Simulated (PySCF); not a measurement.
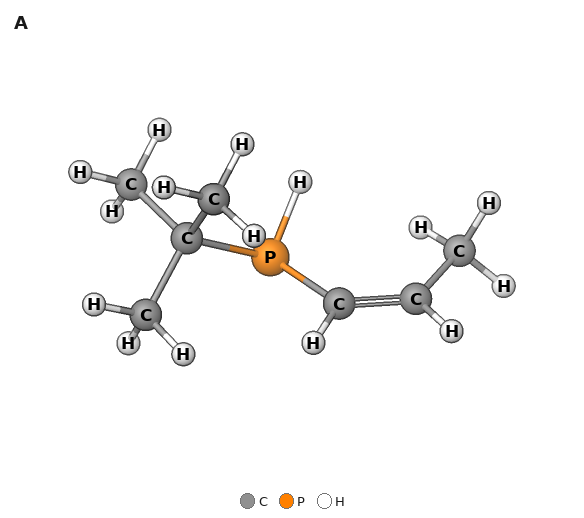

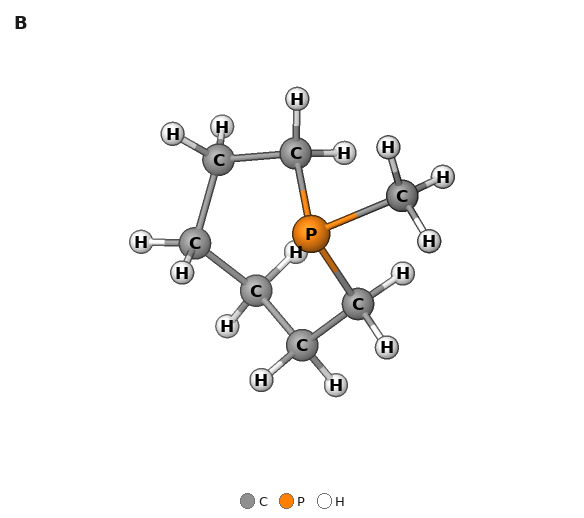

2 stationary structures of one formula. Geometries: GFN2-xTB. Electronic energies: PBE0/pcSseg-1 (PySCF 2.14.0), without zero-point energy. No frequency run is at hand to confirm each as a minimum. Each is one conformer, not always the lowest.

Are they conformers, stereoisomers or constitutional isomers?

Answer. They are constitutional isomers of C7H15P: A `C/C=C\PC(C)(C)C`, B `CP1CCCCCC1`.

Which is lowest in energy, and by how much?

Answer. B is lowest; A lies 0.913 eV above it.

The geometry is semi-empirical. Around P such bond lengths and angles can be off by a tenth of an ångström or more and by several degrees, and values that hang on the shape move with them.
